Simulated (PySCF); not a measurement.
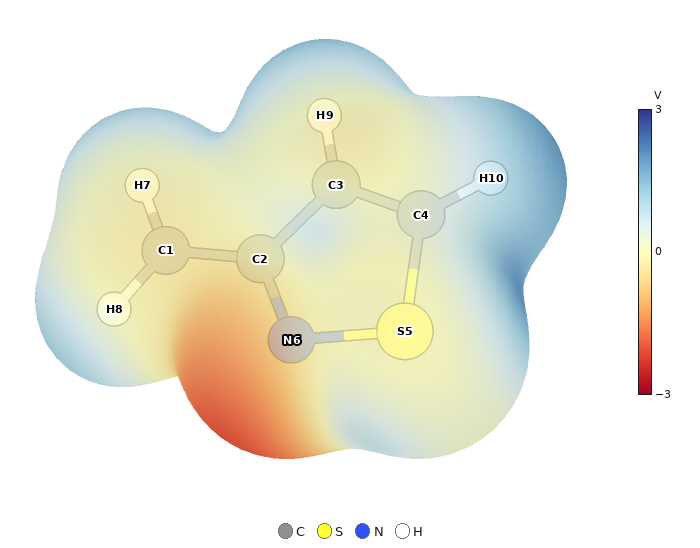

*C₄H₄NS (SMILES [CH2]c1ccsn1) (doublet). The electrostatic potential painted on the density surface at 0.004 e/bohr³, seen at a tilt; red is negative and blue positive.*

Geometry: GFN2-xTB.

Computed with PySCF, UKS B3LYP, pcH-1 on C H N S, non-relativistic, mean-field spin-orbit, GIAO.

| atom | x (Å) | y (Å) | z (Å) |
| --- | --- | --- | --- |
| C | 1.8284 | 0.0188 | 0.0779 |
| C | 0.4876 | -0.2630 | 0.0763 |
| C | -0.5668 | 0.6966 | -0.1789 |
| C | -1.7776 | 0.1123 | -0.1077 |
| S | -1.5803 | -1.5740 | 0.2648 |
| N | 0.0247 | -1.5073 | 0.3244 |
| H | 2.1811 | 1.0133 | -0.1210 |
| H | 2.5457 | -0.7537 | 0.2780 |
| H | -0.3793 | 1.7320 | -0.3942 |
| H | -2.7547 | 0.5298 | -0.2422 |

Q: Where is the surface potential most negative and most positive?

A: The most negative region (about −2.0 V) lies over N6, the most positive (about +2.0 V) over C4, S5 and H10. N6 is the likeliest acceptor of a hydrogen bond.
